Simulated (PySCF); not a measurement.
C5H13AlO (AlEt2(OMe))

```yaml
atoms:
  - { symbol: Al, position_ang: [0.0377, 0.3493, -0.1147] }
  - { symbol: C, position_ang: [1.9744, 0.0744, -0.3057] }
  - { symbol: C, position_ang: [2.5322, -1.2925, 0.0914] }
  - { symbol: H, position_ang: [2.4871, 0.8786, 0.2556] }
  - { symbol: H, position_ang: [2.2197, 0.2933, -1.3636] }
  - { symbol: H, position_ang: [3.6176, -1.3738, -0.0869] }
  - { symbol: H, position_ang: [2.3675, -1.5063, 1.1601] }
  - { symbol: H, position_ang: [2.0525, -2.1112, -0.4695] }
  - { symbol: C, position_ang: [-0.8259, 2.0794, -0.4294] }
  - { symbol: C, position_ang: [-2.3368, 2.1462, -0.2139] }
  - { symbol: H, position_ang: [-0.5690, 2.3867, -1.4619] }
  - { symbol: H, position_ang: [-0.3104, 2.8267, 0.2043] }
  - { symbol: H, position_ang: [-2.7471, 3.1485, -0.4230] }
  - { symbol: H, position_ang: [-2.8719, 1.4325, -0.8597] }
  - { symbol: H, position_ang: [-2.6111, 1.8917, 0.8220] }
  - { symbol: O, position_ang: [-0.9956, -0.9349, 0.3140] }
  - { symbol: C, position_ang: [-1.0262, -2.2720, 0.6675] }
  - { symbol: H, position_ang: [-0.2437, -2.5382, 1.4034] }
  - { symbol: H, position_ang: [-0.8865, -2.9346, -0.2076] }
  - { symbol: H, position_ang: [-2.0018, -2.5298, 1.1168] }
```

Geometry: PBE0-D3(BJ)/def2-SVP.

Level of theory: PBE0/pcSseg-1 Al:pcSseg-2, SCF density, gas phase, non-relativistic (PySCF).

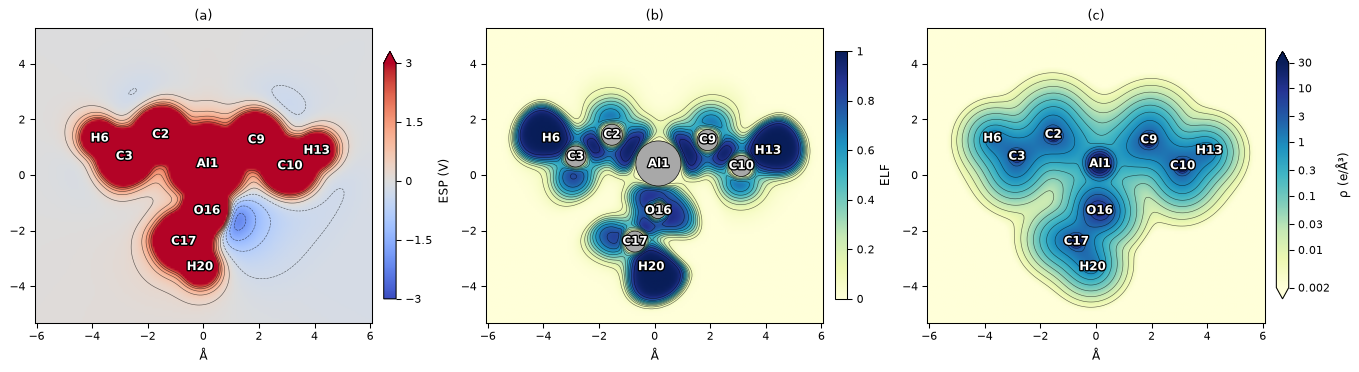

Figure 1. (a) electrostatic potential; (b) ELF; (c) total electron density on the plane of atoms Al1, C9 and C10. Grey discs cover the atomic cores in the ELF map.

Read the bonding off the picture.

- Atoms in the plane: Al, C, H and O.
- C–O (1.38 Å): ρ is about 2.1 e/Å³ halfway, with its minimum of 1.8 e/Å³ about 0.5 Å from C; the ELF peaks at about 0.90 between the atoms: a shared but strongly polarised pair.
- C–C (1.53 Å): ρ at the midpoint is about 1.6 e/Å³; the ELF peaks at about 0.95 between the atoms; a shared electron pair.
- Al–O (1.70 Å): ρ is about 0.86 e/Å³ halfway; the ELF peaks at about 0.85 in the valence shell of O, 0.6 Å from its nucleus, and is about 0.45 at the midpoint.
- C–Al (1.96 Å): the density is about 0.75 e/Å³ at the midpoint; the ELF peaks at about 0.95 between the atoms, as expected for a shared but strongly polarised pair.
- C–H (1.10 Å): the density is about 1.9 e/Å³ at the midpoint; the ELF climbs to about 1 towards the hydrogen, as it does in any bond to H; an ordinary covalent bond to hydrogen.
- The ELF also peaks beside O16, away from the bonds: lone-pair regions.
- Outside the dense part of the molecule the potential is most negative (−2.1 V) near O16.

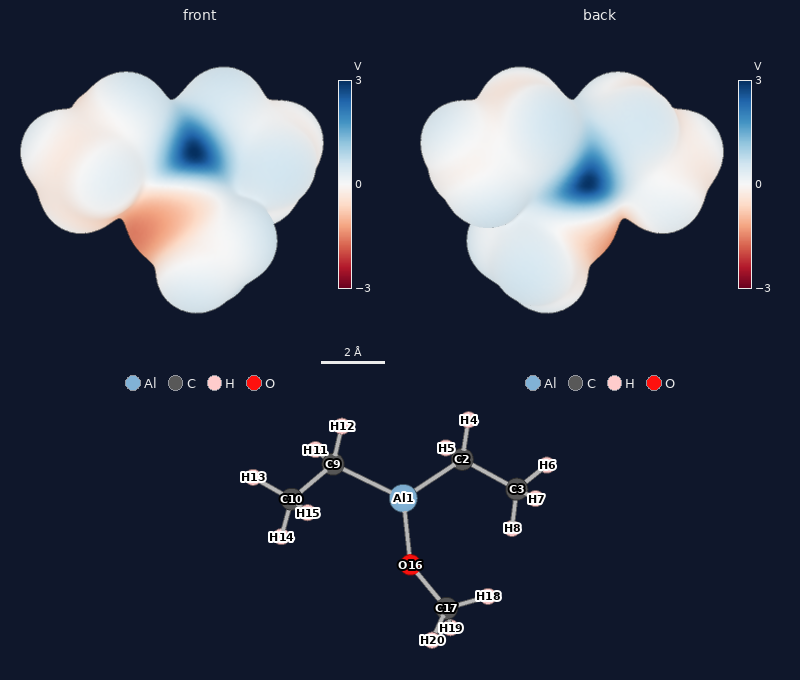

Figure 2. The electrostatic potential painted on the density surface at 0.002 e/bohr³, seen from the front and from behind; the colour scale runs from red (negative) to blue (positive). The bare structure is drawn below in the same view.

Describe the electrostatic potential map.

The most negative region (about −1.4 V) lies over O16, the most positive (about +2.8 V) over Al1. O16 is the likeliest acceptor of a hydrogen bond.

What dipole moment does the calculation give?

Its dipole moment is 0.88 D.
